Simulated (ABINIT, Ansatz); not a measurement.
## GaAs (F-43m): G0W0 on several meshes in ABINIT

How does the mesh move the gap of GaAs (F-43m)?

Method: PBE and many-body steps on it, plane waves, in ABINIT 10.8.3.

**1. The structure**

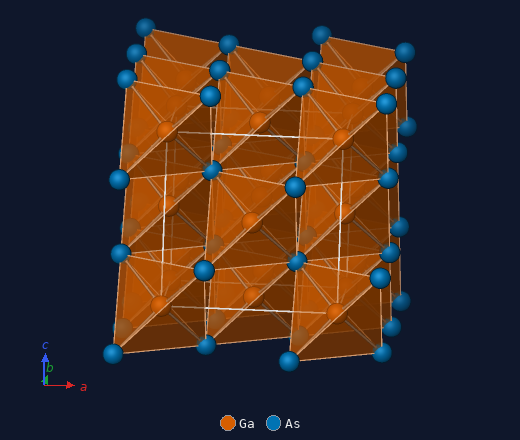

The cell as given, slightly off an axis (gallium orange, arsenic blue). 1×2×1 cells are drawn. This picture shows the conventional cell, with its axes. Some periodic images of atoms are drawn too.

Coordinates:

```cif
data_structure
_symmetry_space_group_name_H-M 'P 1'
_symmetry_Int_Tables_number 1
_cell_length_a 3.9978
_cell_length_b 3.9978
_cell_length_c 3.9978
_cell_angle_alpha 60.000
_cell_angle_beta 60.000
_cell_angle_gamma 60.000
_cell_volume 45.18
loop_
_atom_site_label
_atom_site_type_symbol
_atom_site_fract_x
_atom_site_fract_y
_atom_site_fract_z
_atom_site_occupancy
Ga1 Ga 0.00000 0.00000 0.00000 1
As2 As 0.25000 0.25000 0.25000 1
```

The cell and positions come from the Crystallography Open Database and are kept as given unless a step says otherwise.

**2. Empty states on the mesh, 4×4×4 mesh, 164 bands**

This step: ABINIT 10.8.3; DFT, PBE, plane waves, norm-conserving pseudopotentials.

The sums over transitions need many empty states on a uniform mesh; this step solves for them.

Contents of run.abi:

```
acell 3*1.0 Angstrom
rprim 
  0.000000000000 2.826850000000 2.826850000000
  2.826850000000 0.000000000000 2.826850000000
  2.826850000000 2.826850000000 0.000000000000
ntypat 2
znucl 31 33
natom 2
typat 1 2
xred 
  0.000000000000 0.000000000000 0.000000000000
  0.250000000000 0.250000000000 0.250000000000
pp_dirpath "pseudos"
pseudos "Ga.upf, As.upf"
ecut 45
ngkpt 4 4 4
nshiftk 1
shiftk 0 0 0
kptopt 1
chksymbreak 0
irdden 1
istwfk *1
nband 164
prtvol 0
optdriver 6
gwr_task "HDIAGO"
paral_kgb 0
occopt 1
indata_prefix "in"
outdata_prefix "out"
tmpdata_prefix "tmp"
```

The run is started by

```sh
OMP_NUM_THREADS=1 mpirun -n 4 abinit run.abi > log
```

Numbers of over 12 decimals in the logs are rounded to 6 here.

Output:

```text
.Version 10.8.3 of ABINIT. v10.8.2 released Aug 2026.

 Symmetries : space group F-4 3 m (#216); Bravais cF (face-center cubic)
[... echo of the input left out ...]
== DATASET  1 ==================================================================
-   mpi_nproc: 4, omp_nthreads: 1 (-1 if OMP is not activated)

--- !DatasetInfo
iteration_state: {dtset: 1, }
dimensions: {natom: 2, nkpt: 8, mband: 164, nsppol: 1, nspinor: 1, nspden: 1, mpw: 4477, }
cutoff_energies: {ecut:  45.0, pawecutdg:  -1.0, }
[...]
Direct band gap semiconductor
 Fundamental gap:     0.508 (eV)
   VBM:     5.666 (eV) at k: [ 0.0000E+00,  0.0000E+00,  0.0000E+00]
   CBM:     6.174 (eV) at k: [ 0.0000E+00,  0.0000E+00,  0.0000E+00]
 Direct gap:         0.508 (eV) at k: [ 0.0000E+00,  0.0000E+00,  0.0000E+00]

== END DATASET(S) ==============================================================
================================================================================

 -outvars: echo values of variables after computation  --------
           etotal      0.0000000000E+00
            nband         164
             nkpt           8
          spgroup         216
 [... the other variables as echoed above ...]

 Calculation completed.
```

Elapsed: 1.7 min, on 4 MPI ranks of Arm Neoverse V2, shared host; peak memory 4.4 GiB.

This step gave:

```yaml
gap: 0.5078 eV
k_of_the_valence_top: 0, 0, 0
k_of_the_conduction_bottom: 0, 0, 0
least_direct_gap: 0.5078 eV
k_points_computed: 8
lowest_point_of_the_top_converged_band_above_the_valence_top: 108.1874 eV
```

On this mesh the gap is 0.508 eV.

The density comes from a self-consistent run that is not shown.

**3. Screening, 4×4×4 mesh, 77 bands, screening to 141.5 eV**

The RPA dielectric matrix is built and inverted for each q.

This step: RPA screening on PBE, plane waves, norm-conserving pseudopotentials.

Edit run.abi of step 2 so:

```diff
@@ -20,10 +20,11 @@
 chksymbreak 0
-irdden 1
 istwfk *1
-nband 164
-prtvol 0
-optdriver 6
-gwr_task "HDIAGO"
-paral_kgb 0
 occopt 1
+irdwfk 1
+optdriver 3
+nband 77
+ecuteps 5.2
+inclvkb 2
+awtr 1
+symchi 1
 indata_prefix "in"
```

Output:

```text
.Version 10.8.3 of ABINIT. v10.8.2 released Aug 2026.

 Symmetries : space group F-4 3 m (#216); Bravais cF (face-center cubic)
[... echo of the input left out ...]
== DATASET  1 ==================================================================
-   mpi_nproc: 4, omp_nthreads: 1 (-1 if OMP is not activated)

--- !DatasetInfo
iteration_state: {dtset: 1, }
dimensions: {natom: 2, nkpt: 8, mband: 77, nsppol: 1, nspinor: 1, nspden: 1, mpw: 4477, }
cutoff_energies: {ecut:  45.0, pawecutdg:  -1.0, }
electrons: {nelect:   4.40000000E+01, charge:   0.00000000E+00, occopt:   1.00000000E+00, tsmear:   1.00000000E-02, }

 SCREENING: Calculation of the susceptibility and dielectric matrices

 Based on a program developped by R.W. Godby, V. Olevano, G. Onida, and L. Reining.
 Incorporated in ABINIT by V. Olevano, G.-M. Rignanese, and M. Torrent.
.Using double precision arithmetic ; gwpc =  8

[... cell and pseudopotentials left out ...]
--------------------------------------------------------------------------------

 ==== K-mesh for the wavefunctions ====
 Number of points in the irreducible wedge :     8
[... list of points left out ...]
 Together with 24 symmetry operations and time-reversal symmetry
 yields    64 points in the full Brillouin Zone.

 ==== Q-mesh for the screening function ====
 Number of points in the irreducible wedge :     8
[... list of points left out ...]
 Together with 24 symmetry operations and time-reversal symmetry
 yields    64 points in the full Brillouin Zone.

 setmesh: FFT mesh size selected  =    32x   32x   32
          total number of points  =        32768

 vcoul_init : cutoff-mode = AUXILIARY_FUNCTION
 q-points for optical limit:   1
     1)      0.000010    0.000020    0.000030

- screening: taking advantage of time-reversal symmetry
- Maximum band index for partially occupied states nbvw = 22
- Remaining bands to be divided among processors   nbcw = 55
- Number of bands treated by each node ~13

 Number of electrons calculated from density =   44.0000; Expected =   44.0000
 average of density, n =  0.144317
 r_s =    1.1827
 omega_plasma =   36.6450 [eV]

 calculating chi0 at frequencies [eV] :
  1    0.000000E+00    0.000000E+00
  2    0.000000E+00    3.664498E+01

--------------------------------------------------------------------------------
  q-point number  1        q = ( 0.000000, 0.000000, 0.000000) [r.l.u.]
--------------------------------------------------------------------------------
[... chi0 elements left out ...]
 For q-point:  0.000010 0.000020 0.000030
  dielectric constant = 140.2064
  dielectric constant without local fields = 149.5493

  Average fulfillment of the sum rule on Im[epsilon] for q-point    1 :     26.04  [%]
[... wings left out ...]
  q-point number  2        q = ( 0.250000, 0.000000, 0.000000) [r.l.u.]
--------------------------------------------------------------------------------
[... chi0 elements left out ...]
  Average fulfillment of the sum rule on Im[epsilon] for q-point    2 :     31.37  [%]

 [... 6 further q-points ...]
```

Run time: 24 s. Hardware: 4 MPI ranks; peak memory 1 GiB.

Numbers from this step:

* ε∞ with local fields, on this mesh, along the program's q direction: 140.2
* the same without local fields: 149.5
* plasma frequency: 36.65 eV
* plane waves in the screening matrix: 169

Local fields lower ε∞ by 6 %. The value itself is an artefact of the mesh, where one narrow direct gap carries too much weight.

**4. 4×4×4**

The self-energy is evaluated for the states that the input lists, and the levels follow from it, in one-shot runs by the linearised quasiparticle equation.

This step: G0W0 on PBE, plane waves, norm-conserving pseudopotentials.

Edit run.abi of step 3 so:

```diff
@@ -23,8 +23,15 @@
 irdwfk 1
-optdriver 3
+optdriver 4
 nband 77
+gwcalctyp 0
+ecutsigx 45
+symsigma 1
+nkptgw 1
+kptgw 
+  0.0000000000 0.0000000000 0.0000000000
+bdgw 
+  20 26
 ecuteps 5.2
-inclvkb 2
-awtr 1
-symchi 1
+irdscr 1
+ppmodel 1
 indata_prefix "in"
```

Output:

```text
.Version 10.8.3 of ABINIT. v10.8.2 released Aug 2026.

 Symmetries : space group F-4 3 m (#216); Bravais cF (face-center cubic)
[... echo of the input left out ...]
== DATASET  1 ==================================================================
-   mpi_nproc: 4, omp_nthreads: 1 (-1 if OMP is not activated)

--- !DatasetInfo
iteration_state: {dtset: 1, }
dimensions: {natom: 2, nkpt: 8, mband: 77, nsppol: 1, nspinor: 1, nspden: 1, mpw: 4477, }
cutoff_energies: {ecut:  45.0, pawecutdg:  -1.0, }
electrons: {nelect:   4.40000000E+01, charge:   0.00000000E+00, occopt:   1.00000000E+00, tsmear:   1.00000000E-02, }

 SIGMA: Calculation of the GW corrections

 Based on a program developped by R.W. Godby, V. Olevano, G. Onida, and L. Reining.
 Incorporated in ABINIT by V. Olevano, G.-M. Rignanese, and M. Torrent.
.Using double precision arithmetic ; gwpc =  8

[... cell and pseudopotentials left out ...]
--------------------------------------------------------------------------------

 ==== K-mesh for the wavefunctions ====
 Number of points in the irreducible wedge :     8
[... list of points left out ...]
 Together with 24 symmetry operations and time-reversal symmetry
 yields    64 points in the full Brillouin Zone.

 ==== Q-mesh for screening function ====
 Number of points in the irreducible wedge :     8
[... list of points left out ...]
 Together with 24 symmetry operations and time-reversal symmetry
 yields    64 points in the full Brillouin Zone.

 vcoul_init : cutoff-mode = AUXILIARY_FUNCTION
 q-points for optical limit:   1
     1)      0.000010    0.000020    0.000030
 setmesh: FFT mesh size selected  =    45x   45x   45
          total number of points  =        91125

 Number of electrons calculated from density =   44.0000; Expected =   44.0000
 average of density, n =  0.144317
 r_s =    1.1827
 omega_plasma =   36.6450 [eV]

 === KS Band Gaps ===
  >>>> For spin  1
   Minimum direct gap =   0.5078 [eV], located at k-point      :   0.0000  0.0000  0.0000
   Fundamental gap    =   0.5078 [eV], Top of valence bands at :   0.0000  0.0000  0.0000
                                       Bottom of conduction at :   0.0000  0.0000  0.0000
 SIGMA fundamental parameters:
 PLASMON POLE MODEL  1
 number of plane-waves for SigmaX                 4477
 number of plane-waves for SigmaC and W            169
 number of plane-waves for wavefunctions          4477
 number of bands                                    77
 number of independent spin polarizations            1
 number of spinorial components                      1
 number of k-points in IBZ                           8
 number of q-points in IBZ                           8
 number of symmetry operations                      24
 number of k-points in BZ                           64
 number of q-points in BZ                           64
 number of frequencies for dSigma/dE                 9
 frequency step for dSigma/dE [eV]                0.25
 number of omega for Sigma on real axis              0
 max omega for Sigma on real axis  [eV]           0.00
 zcut for avoiding poles [eV]                     0.10

 EPSILON^-1 parameters (SCR file):
 dimension of the eps^-1 matrix on file            169
 dimension of the eps^-1 matrix used               169
 number of plane-waves for wavefunctions          4477
 number of bands                                    77
 number of q-points in IBZ                           8
 number of frequencies                               2
 number of real frequencies                          1
 number of imag frequencies                          1

 matrix elements of self-energy operator (all in [eV])

 Perturbative Calculation

--- !SelfEnergy_ee
iteration_state: {dtset: 1, }
kpoint     : [   0.000,    0.000,    0.000, ]
spin       : 1
KS_gap     :    0.508
QP_gap     :    1.161
Delta_QP_KS:    0.654
data: !SigmaeeData |
     Band     E0 <VxcDFT>   SigX SigC(E0)      Z dSigC/dE  Sig(E)    E-E0       E
       20   5.666 -14.357 -16.013   1.410   0.798  -0.254 -14.554  -0.197   5.470
       21   5.666 -14.357 -16.013   1.410   0.798  -0.254 -14.554  -0.197   5.470
       22   5.666 -14.357 -16.013   1.410   0.798  -0.254 -14.554  -0.197   5.470
       23   6.174 -14.700 -10.607  -3.523   0.802  -0.247 -14.243   0.457   6.631
       24   9.403 -11.528  -7.015  -4.130   0.802  -0.248 -11.221   0.307   9.710
       25   9.403 -11.528  -7.015  -4.130   0.802  -0.248 -11.221   0.307   9.710
       26   9.403 -11.528  -7.015  -4.130   0.802  -0.248 -11.221   0.307   9.710

== END DATASET(S) ==============================================================
================================================================================

 -outvars: echo values of variables after computation  --------
           etotal      0.0000000000E+00
            nband          77
             nkpt           8
          spgroup         216
 [... the other variables as echoed above ...]

 Calculation completed.
```

It took 4.4 s on 4 MPI ranks; peak memory 0.7 GiB.

This step gave:

```yaml
g0w0_gap_on_the_points_computed: 1.161 eV
starting_gap_on_the_mesh: 0.5078 eV
k_of_the_valence_top: 0, 0, 0
k_of_the_conduction_bottom: 0, 0, 0
z_at_the_valence_top: 0.798
z_at_the_conduction_bottom: 0.802
least_direct_g0w0_gap_on_the_computed_points: 1.161 eV
```

The gap on the mesh goes from 0.51 eV to 1.16 eV, a correction of +0.65 eV.

**5. Empty states on the mesh, 6×6×6 mesh, 83 bands**

This step: DFT, PBE, plane waves, norm-conserving pseudopotentials.

Edit run.abi of step 4 so:

```diff
@@ -15,3 +15,3 @@
 ecut 45
-ngkpt 4 4 4
+ngkpt 6 6 6
 nshiftk 1
@@ -20,18 +20,10 @@
 chksymbreak 0
+iscf -2
+irdden 1
 istwfk *1
-occopt 1
-irdwfk 1
-optdriver 4
-nband 77
-gwcalctyp 0
-ecutsigx 45
-symsigma 1
-nkptgw 1
-kptgw 
-  0.0000000000 0.0000000000 0.0000000000
-bdgw 
-  20 26
-ecuteps 5.2
-irdscr 1
-ppmodel 1
+nband 83
+nbdbuf 6
+tolwfr 1e-09
+nstep 60
+prtvol 0
 indata_prefix "in"
```

Output:

```text
.Version 10.8.3 of ABINIT. v10.8.2 released Aug 2026.

 Symmetries : space group F-4 3 m (#216); Bravais cF (face-center cubic)
[... echo of the input left out ...]
== DATASET  1 ==================================================================
-   mpi_nproc: 4, omp_nthreads: 1 (-1 if OMP is not activated)

--- !DatasetInfo
iteration_state: {dtset: 1, }
dimensions: {natom: 2, nkpt: 16, mband: 83, nsppol: 1, nspinor: 1, nspden: 1, mpw: 4477, }
cutoff_energies: {ecut:  45.0, pawecutdg:  -1.0, }
[...]
1.79404    1.79404    1.80494    1.80494    1.91182    2.01318    2.01318    2.01318
   2.02057    2.02057    2.02057    2.10245    2.21538    2.57776    2.57776    2.57777
   2.62694    2.62700    2.67417
 prteigrs : prtvol=0 or 1, do not print more k-points.

== END DATASET(S) ==============================================================
================================================================================

 -outvars: echo values of variables after computation  --------
            nband          83
             nkpt          16
          spgroup         216
 [... the other variables as echoed above ...]

 Calculation completed.
```

The job ended after 29 s (4 MPI ranks; peak memory 0.37 GiB; 1.9 min of CPU time).

This step gave:

| Property | Result |
| --- | --- |
| gap | 0.5078 eV |
| k of the valence top | 0, 0, 0 |
| k of the conduction bottom | 0, 0, 0 |
| least direct gap | 0.5078 eV |
| k points computed | 16 |
| lowest point of the top converged band, above the valence top | 54.6171 eV |

On this mesh the gap is 0.508 eV.

**6. Screening, 6×6×6 mesh, 77 bands, screening to 141.5 eV**

This step: RPA screening on PBE, plane waves, norm-conserving pseudopotentials.

Edit run.abi of step 5 so:

```diff
@@ -20,10 +20,11 @@
 chksymbreak 0
-iscf -2
-irdden 1
 istwfk *1
-nband 83
-nbdbuf 6
-tolwfr 1e-09
-nstep 60
-prtvol 0
+occopt 1
+irdwfk 1
+optdriver 3
+nband 77
+ecuteps 5.2
+inclvkb 2
+awtr 1
+symchi 1
 indata_prefix "in"
```

Output:

```text
.Version 10.8.3 of ABINIT. v10.8.2 released Aug 2026.

 Symmetries : space group F-4 3 m (#216); Bravais cF (face-center cubic)
[... echo of the input left out ...]
== DATASET  1 ==================================================================
-   mpi_nproc: 4, omp_nthreads: 1 (-1 if OMP is not activated)

--- !DatasetInfo
iteration_state: {dtset: 1, }
dimensions: {natom: 2, nkpt: 16, mband: 77, nsppol: 1, nspinor: 1, nspden: 1, mpw: 4477, }
cutoff_energies: {ecut:  45.0, pawecutdg:  -1.0, }
electrons: {nelect:   4.40000000E+01, charge:   0.00000000E+00, occopt:   1.00000000E+00, tsmear:   1.00000000E-02, }

 SCREENING: Calculation of the susceptibility and dielectric matrices

 Based on a program developped by R.W. Godby, V. Olevano, G. Onida, and L. Reining.
 Incorporated in ABINIT by V. Olevano, G.-M. Rignanese, and M. Torrent.
.Using double precision arithmetic ; gwpc =  8

[... cell and pseudopotentials left out ...]
--------------------------------------------------------------------------------

 ==== K-mesh for the wavefunctions ====
 Number of points in the irreducible wedge :    16
[... list of points left out ...]
 Together with 24 symmetry operations and time-reversal symmetry
 yields   216 points in the full Brillouin Zone.

 ==== Q-mesh for the screening function ====
 Number of points in the irreducible wedge :    16
[... list of points left out ...]
 Together with 24 symmetry operations and time-reversal symmetry
 yields   216 points in the full Brillouin Zone.

 setmesh: FFT mesh size selected  =    32x   32x   32
          total number of points  =        32768

 vcoul_init : cutoff-mode = AUXILIARY_FUNCTION
 q-points for optical limit:   1
     1)      0.000010    0.000020    0.000030

- screening: taking advantage of time-reversal symmetry
- Maximum band index for partially occupied states nbvw = 22
- Remaining bands to be divided among processors   nbcw = 55
- Number of bands treated by each node ~13

 Number of electrons calculated from density =   44.0000; Expected =   44.0000
 average of density, n =  0.144317
 r_s =    1.1827
 omega_plasma =   36.6450 [eV]

 calculating chi0 at frequencies [eV] :
  1    0.000000E+00    0.000000E+00
  2    0.000000E+00    3.664498E+01

--------------------------------------------------------------------------------
  q-point number  1        q = ( 0.000000, 0.000000, 0.000000) [r.l.u.]
--------------------------------------------------------------------------------
[... chi0 elements left out ...]
 For q-point:  0.000010 0.000020 0.000030
  dielectric constant =  52.1074
  dielectric constant without local fields =  54.3365

  Average fulfillment of the sum rule on Im[epsilon] for q-point    1 :     26.07  [%]
[... wings left out ...]
  q-point number  2        q = ( 0.166667, 0.000000, 0.000000) [r.l.u.]
--------------------------------------------------------------------------------
[... chi0 elements left out ...]
  Average fulfillment of the sum rule on Im[epsilon] for q-point    2 :     32.71  [%]

 [... 14 further q-points ...]
```

Wall time 2.7 min (4 MPI ranks); peak memory 1.7 GiB; 11 min of CPU time.

Numbers from this step:

| Item | Value |
| --- | --- |
| ε∞ with local fields, on this mesh, along the program's q direction | 52.11 |
| the same without local fields | 54.34 |
| plasma frequency | 36.65 eV |
| plane waves in the screening matrix | 169 |

(Part 1 of 2 ends here.)

[Paths, hosts, dates, memory and timing lines, banners, echoed tables and standing remarks are left out of the program output.]

[Logs are printed without paths, hosts, clocks, repeated set-up lines and the standing remarks that a program may print on its own settings, such as how far it seeks lower states.]

[Runs of the session that timed out or met a known fault of the program may be left out.]

[Hosts, paths, dates, database ids (printed as entryN), source tags and the programs' standing remarks are cut or masked in the printed files.]

[G0W0 gaps are taken among the corrected bands and points alone; a level outside them can change the order at an edge.]

[Where Ansatz stands beside ABINIT at settings called matched, ABINIT's density can come from a denser mesh and the files from another edition; pairs whose starting gaps differed by over 0.03 eV were left out, so agreement reads better than it is.]
